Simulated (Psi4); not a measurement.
# AlSbH3F (SMILES [F][AlH][SbH2]): wB97X-V/def2-SVP (core potential)

Aim: the vertical ionisation energy of AlSbH3F at wB97X-V/def2-SVP (core potential), from 2 runs. 

The results are computed with Psi4 1.11.

4 further runs of the same task are left out: 1 that didn't finish, 3 set aside as unsound or not needed.

**1. The system as given**

AlSbH3F: 6 atoms, total charge 0, spin state singlet. As SMILES, `[F][AlH][SbH2]`. The coordinates come from a PBE0-D4/def2-TZVP relaxation. This is one conformer, not always the lowest.

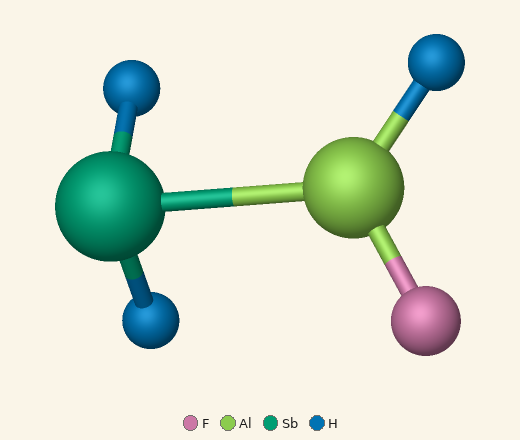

The structure, seen from a chosen angle (fluorine pink, aluminium green, antimony teal, hydrogen blue).

**2. The energy at wB97X-V/def2-SVP (core potential)**

Contents of run_ase.py:

```python
import numpy as np
from ase.calculators.psi4 import Psi4
from ase import Atoms

a = Atoms(['F', 'Al', 'Sb', 'H', 'H', 'H'], positions=[
    [-1.114600, -1.632400, 1.262300],
    [-0.336100, -1.039300, -0.069800],
    [1.279900, 1.003700, 0.334800],
    [-0.594800, -1.800700, -1.431700],
    [0.842100, 1.592000, -1.209900],
    [-0.034400, 1.812900, 1.068100],
])
calc = Psi4(atoms=a, method='wb97x-v', basis='def2-SVP', memory='2200MB', num_threads=1, charge=0, multiplicity=1, label='psi4-calc')
calc.psi4.set_options({'puream': True, 'e_convergence': 1e-09, 'd_convergence': 1e-08, 'scf_type': 'pk', 'dft_radial_points': 99, 'dft_spherical_points': 590})
a.calc = calc

print(f'energy: {a.get_potential_energy():.6f} eV')
```

Launch:

```
$ python run_ase.py
```

psi4-calc.dat:

```text
[...]
    !!!  WARNING: ECP capability is in beta. Please check occupations closely.  !!!
[...]
  Running in c1 symmetry.
[...]
  Nuclear repulsion =  158.063166342933670
[...]
  Multiplicity = 1
[...]
  Nalpha       = 24
  Nbeta        = 24
[...]
    Number of basis functions: 73
[...]
   @RKS iter   1:  -584.03293708541253   -2.51192e+00   6.64236e-03 ADIIS/DIIS
[...]
   @RKS iter  11:  -584.13344756356560   -6.59384e-12   5.61593e-09 DIIS
[...]
    Orbital Energies [Eh]
    ---------------------
    Doubly Occupied:
       1A    -56.090320     2A    -24.724504     3A     -5.815026
       4A     -4.279824     5A     -4.050866     6A     -4.048336
       7A     -4.045029     8A     -2.831362     9A     -2.825548
      10A     -2.822644    11A     -1.410761    12A     -1.409103
      13A     -1.406404    14A     -1.404601    15A     -1.402930
      16A     -1.244214    17A     -0.701587    18A     -0.570834
      19A     -0.517531    20A     -0.514608    21A     -0.468757
      22A     -0.443937    23A     -0.391333    24A     -0.338550
[...]
  @RKS Final Energy:  -584.13344756356560
   => Energetics <=
    Nuclear Repulsion Energy =            158.0631663429336697
    One-Electron Energy =               -1213.5429702371463918
    Two-Electron Energy =                 506.5866443444579090
    DFT Exchange-Correlation Energy =     -35.4319400789842121
    Empirical Dispersion Energy =           0.0000000000000000
    VV10 Nonlocal Energy =                  0.1916520651733835
    Total Energy =                       -584.1334475635655963
[...]
 Multipole Moments:
 ------------------------------------------------------------------------------------
     Multipole            Electronic (a.u.)      Nuclear  (a.u.)        Total (a.u.)
 ------------------------------------------------------------------------------------
 L = 1.  Multiply by 2.5417464519 to convert [e a0] to [Debye]
 Dipole X            :         37.9909519          -37.7624762            0.2284757
 Dipole Y            :         40.9060400          -40.7596495            0.1463905
 Dipole Z            :          0.8656889           -1.2287666           -0.3630778
 Magnitude           :                                                    0.4532734
[...]
```

Standard output:

```text
energy: -15895.080731 eV
```

Run time: 2.7 min. Hardware: 1 thread of Intel Xeon at 2.50GHz (Skylake/Cascade Lake), shared host; peak memory 0.85 GiB.

**3. The doublet cation**

Contents of job.py:

```python
import psi4

psi4.set_memory(2200000000)
psi4.set_num_threads(1)
psi4.set_output_file('psi4.out', False)

geom = psi4.geometry("""
1 2
F     -1.114600    -1.632400     1.262300
Al    -0.336100    -1.039300    -0.069800
Sb     1.279900     1.003700     0.334800
H     -0.594800    -1.800700    -1.431700
H      0.842100     1.592000    -1.209900
H     -0.034400     1.812900     1.068100
units angstrom
symmetry c1
""")

options = {'reference': 'uks', 'puream': True, 'e_convergence': 1e-09, 'd_convergence': 1e-08, 'scf_type': 'pk', 'dft_radial_points': 99, 'dft_spherical_points': 590, 'maxiter': 100}
psi4.set_options(options)

energy_value = psi4.energy("wb97x-v/def2-SVP", molecule=geom)
print(f'total energy {energy_value:.8f} hartree = {energy_value * 27.211386:.5f} eV')
```

Launch:

```
$ python job.py
```

psi4.out:

```text
[...]
    !!!  WARNING: ECP capability is in beta. Please check occupations closely.  !!!
[...]
  Running in c1 symmetry.
[...]
  Nuclear repulsion =  158.063166342933670
[...]
  Multiplicity = 2
[...]
  Nalpha       = 24
  Nbeta        = 23
[...]
    Number of basis functions: 73
[...]
   @UKS iter   1:  -583.70778808112902   -2.18677e+00   6.06168e-03 ADIIS/DIIS
[...]
   @UKS iter  15:  -583.79248150474098   -5.68434e-12   7.97025e-09 DIIS
[...]
   @S^2 Observed:                7.617239683E-01
[...]
    Orbital Energies [Eh]
    ---------------------
    Alpha Occupied:
       1A    -56.319324     2A    -24.911697     3A     -6.076850
       4A     -4.507261     5A     -4.316247     6A     -4.308456
       7A     -4.305142     8A     -3.057749     9A     -3.054164
      10A     -3.049971    11A     -1.675451    12A     -1.672436
      13A     -1.669542    14A     -1.665325    15A     -1.662215
      16A     -1.428457    17A     -0.952558    18A     -0.760351
      19A     -0.704175    20A     -0.694790    21A     -0.679487
      22A     -0.666188    23A     -0.622007    24A     -0.594764
    Alpha Virtual:
      25A     -0.175476    26A     -0.149169    27A     -0.138783
[...]
  @UKS Final Energy:  -583.79248150474098
   => Energetics <=
    Nuclear Repulsion Energy =            158.0631663429336697
    One-Electron Energy =               -1202.4514213258196378
    Two-Electron Energy =                 495.7045249513536191
    DFT Exchange-Correlation Energy =     -35.2981781645468402
    Empirical Dispersion Energy =           0.0000000000000000
    VV10 Nonlocal Energy =                  0.1894266913380726
    Total Energy =                       -583.7924815047409766
[...]
 Multipole Moments:
 ------------------------------------------------------------------------------------
     Multipole            Electronic (a.u.)      Nuclear  (a.u.)        Total (a.u.)
 ------------------------------------------------------------------------------------
 L = 1.  Multiply by 2.5417464519 to convert [e a0] to [Debye]
 Dipole X            :         37.9999806          -37.7624762            0.2375045
 Dipole Y            :         40.9759611          -40.7596495            0.2163116
 Dipole Z            :          0.3666209           -1.2287666           -0.8621457
 Magnitude           :                                                    0.9200513
[...]
```

Standard output:

```text
total energy -583.79248150 hartree = -15885.80256 eV
```

Run time: 3.8 min. Hardware: 1 thread of Intel Xeon at 2.50GHz (Skylake/Cascade Lake), shared host; peak memory 0.84 GiB.

**4. Outcome**

Level: wB97X-V/def2-SVP (core potential).

```
                                          quantity          value
                     singlet AlSbH3F: total energy  -584.13345 Eh
                    singlet AlSbH3F: dipole moment         1.15 D
                      singlet AlSbH3F: HOMO energy       -9.21 eV
                      singlet AlSbH3F: LUMO energy        0.58 eV
                    singlet AlSbH3F: HOMO–LUMO gap        9.79 eV
                      doublet cation: total energy  -583.79248 Eh
doublet cation: HOMO energy (highest over α and β)      -16.18 eV
 doublet cation: LUMO energy (lowest over α and β)       -9.37 eV
                              doublet cation: ⟨S²⟩          0.762
vertical ionisation energy (to the doublet cation)       9.278 eV
```

What this shows: The vertical ionisation energy comes to 9.28 eV (895 kJ/mol). The negative HOMO energy of the first species, 9.21 eV, lies 0.07 eV below that difference.
